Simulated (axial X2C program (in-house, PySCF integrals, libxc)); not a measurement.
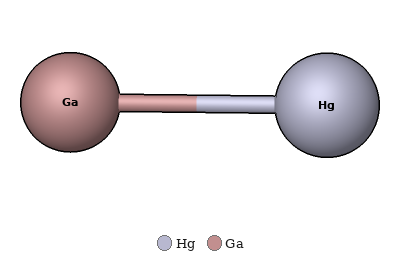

Figure 1. The molecule at the reference distance of 2.752 Å.

# Relativistic diatomic calculation for HgGa

System: HgGa, single determinant with Ω = 3/2 (not the lowest found).
Method: PBE0, two-component X2C with atomic mean-field Coulomb and Gaunt terms, Hg dyall-cv3z, Ga dyall-cv3z (cores contracted) (axial X2C program (in-house, PySCF integrals, libxc)).

**The input**
```
{"zs": [80, 31], "q": 0, "bas": ["dyall-cv3z", "dyall-cv3z"], "levels": ["PBE0", "HF", "PBE50"], "cc": true, "r0": 2.57, "thr": -1.0, "nmax": 90, "npts": 10, "nst": 2, "ntry": 6}
```

The line is the task of a batch: nuclear charges, charge, bases, the levels to run, a first guess of the distance and further settings. This report covers PBE0 with spin-orbit coupling. The log is that of the reference distance 2.752 Å, started from orbitals converged before.

Hardware: 1 thread of Arm Neoverse V1, 24 GiB of memory available, shared host.

The run was one of a batch that the task file lists, launched with:
```bash
python <driver script> task.json out
```

**The program's output**
```
two-component X2C + atomic mean field  PBE0
basis functions 286  fitting functions 1477  grid points 5804
iter        total energy     max residual
   1     -21572.365487773     8.12e-05
   2     -21572.365487777     5.28e-05
   3     -21572.365487778     9.90e-06
converged
one-electron -30531.60444800  Coulomb 8955.34307657  exact exchange -111.66257530  xc functional -342.18460518  nuclear repulsion 476.87481217  atomic mean-field constant -19.13174804
```

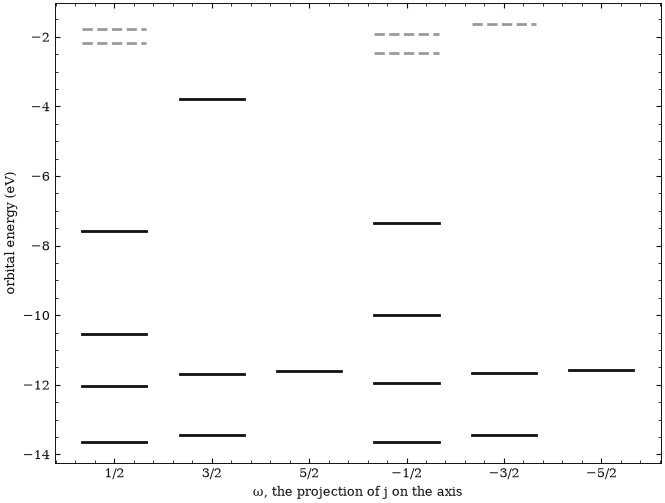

Figure 2. Orbital energies near the frontier at 2.75 Å, filled (solid) and empty (dashed). The highest filled spinor (3/2; 82 % Ga p, 15 % Hg p) lies at −3.79 eV, the lowest empty one (−1/2; 68 % Ga p, 29 % Hg p) at −2.47 eV.

**What the run reported**

```
   quantity                                        value
    outcome  not converged in a step after the SCF shown
  wall time                                         14 s
peak memory                                      1.1 GiB
```

**What went wrong**

The SCF whose log is shown converged, but a later step did not. The run therefore gave no full result.
